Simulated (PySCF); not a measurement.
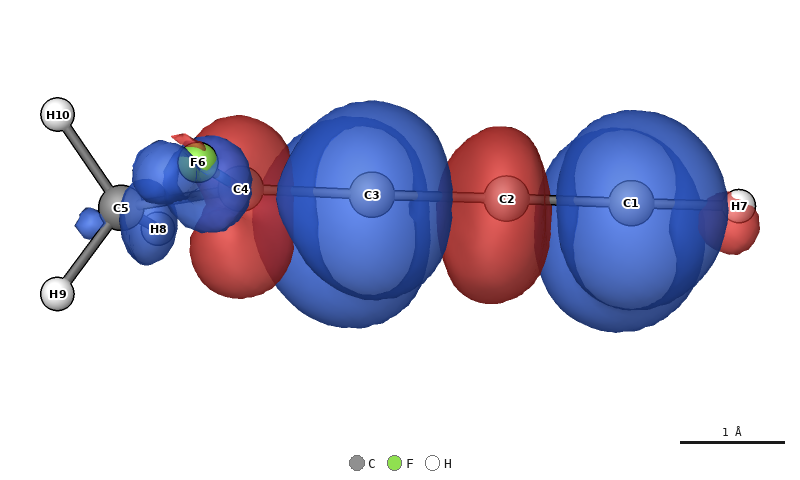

*C$_{5}$H$_{4}$F (SMILES C#C/[C]=C(/C)F) (doublet). Isosurfaces of the spin density (α minus β) at +0.02 (blue) and −0.02 e/Å³ (red), seen from one side.*

Geometry: GFN2-xTB.

Level of theory: UKS B3LYP, pcH-1 on C F H, non-relativistic, mean-field spin-orbit, GIAO in PySCF.

```yaml
atoms:
  - { symbol: C, position_ang: [2.4034, 1.4575, -1.5479] }
  - { symbol: C, position_ang: [1.3849, 1.0367, -1.0095] }
  - { symbol: C, position_ang: [0.3186, 0.5324, -0.4350] }
  - { symbol: C, position_ang: [-0.7782, 0.1312, 0.1332] }
  - { symbol: C, position_ang: [-1.1243, -1.2554, 0.5640] }
  - { symbol: F, position_ang: [-1.7880, 1.0218, 0.4042] }
  - { symbol: H, position_ang: [3.2541, 1.8608, -2.0077] }
  - { symbol: H, position_ang: [-0.3096, -1.9367, 0.3394] }
  - { symbol: H, position_ang: [-1.3243, -1.2630, 1.6355] }
  - { symbol: H, position_ang: [-2.0277, -1.5807, 0.0483] }
```

Q: Where is the unpaired spin?

A: The unpaired spin (1 electron) lies mostly on C3 (about 0.5) and C1 (about 0.4), in electrons by Hirshfeld's partition.
